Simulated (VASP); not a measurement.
Band structure of MgCd (space group R-3m). All values below come from PBEsol GGA with spin-orbit coupling, VASP's PBE PAW potentials (set 64) (plane waves; VASP 6.6.1).

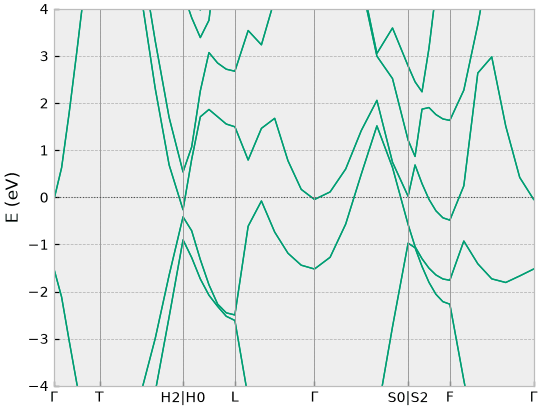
Figure. Bands along high-symmetry lines, zero at the valence-band maximum or, without a gap, the Fermi level

Read the plot: is there a gap, and where are the band edges?

It has no gap at this level: it comes out as a metal or semimetal.

The structure comes from a computed database's MgCd entry (R-3m); how it stands against other phases isn't given here. It was relaxed first.
